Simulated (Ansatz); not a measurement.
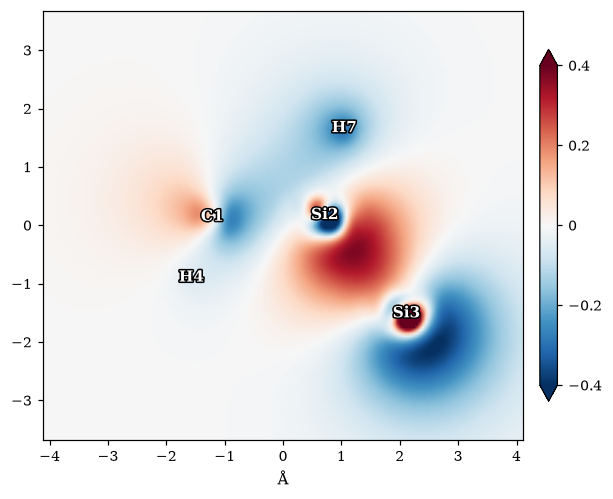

*CH$_{4}$Si$_{2}$ (SMILES C[SiH-]#[Si]) (charge −1, doublet). The HOMO−1 (β) on the plane of atoms C1, Si2 and Si3 (values in Å⁻³ᐟ²; the overall sign is arbitrary).*

Geometry: r2SCAN-D4/def2-SVPD.

The calculation used Ansatz, isolated molecule in a Gaussian basis; Kohn-Sham density functional theory, functional PBE0.

The calculation's input:

```
crystal:
  periodic: [false, false, false]
  atoms:
    - {symbol: C, position_ang: [-1.608436, 0.262082, -0.363794]}
    - {symbol: Si, position_ang: [-1.165422, 0.260020, 1.515356]}
    - {symbol: Si, position_ang: [-1.940828, -1.028698, 3.107078]}
    - {symbol: H, position_ang: [-2.356377, -0.519076, -0.574046]}
    - {symbol: H, position_ang: [-2.031366, 1.229913, -0.688395]}
    - {symbol: H, position_ang: [-0.725496, 0.062840, -0.997563]}
    - {symbol: H, position_ang: [-0.135587, 1.379086, 1.636106]}
basis:
  gaussian:
    orbitals: def2-TZVPD
output: {forces: true, orbitals: {seedname: orbitals}}
magnetization:
  spin_polarized: true
  initial_magnetization: 1
total_charge: -1
hamiltonian:
  xc: {name: PBE0}
```

Run with:

```sh
ansatz run input.yaml --threads 2 --pin off --max-ram 4350MiB --events-out events.jsonl --progress --plain --runs-dir runs
```

Q: Describe this orbital and give its energy.

A: By Hirshfeld shares it lies mainly on Si3 (about 65 %) and Si2 (about 25 %). Its energy is −1.39 eV.
